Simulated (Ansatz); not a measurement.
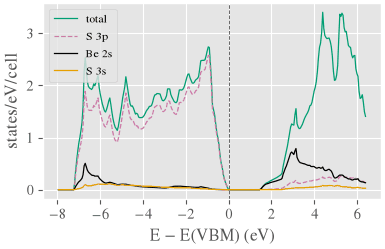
Figure: Total and projected density of states of BeS (NiAs type, P6_3/mmc), DFT-PBE in the program Ansatz with PAW potentials

Task: Which orbitals carry the states next to the gap?

Result: Top 1 eV of the valence band: S 3p 95 %. Bottom 1 eV of the conduction band: Be 2s 78 %, S 3p 5 %, outside the projected shells 17 %. Projections are on Löwdin-orthogonalised atomic valence shells; empty p or d shells of many metals are not among them.

Task: Where is the tallest occupied peak in this window, and what makes it?

Result: Near -0.9 eV, about 2.7 states/eV per cell; the largest projected share is S 3p.

The start of the workflow was typed in or built on a structure type; neither database checked (COD, Materials Project) lists it. COD files the formula under space group No. 216, so this cell is another polymorph or a model. Its standing as an ambient phase is unchecked. The PBE relaxation kept the symmetry of its start; its stability against distortions is not shown here.

Potentials: the earlier of the program's two PAW sets.
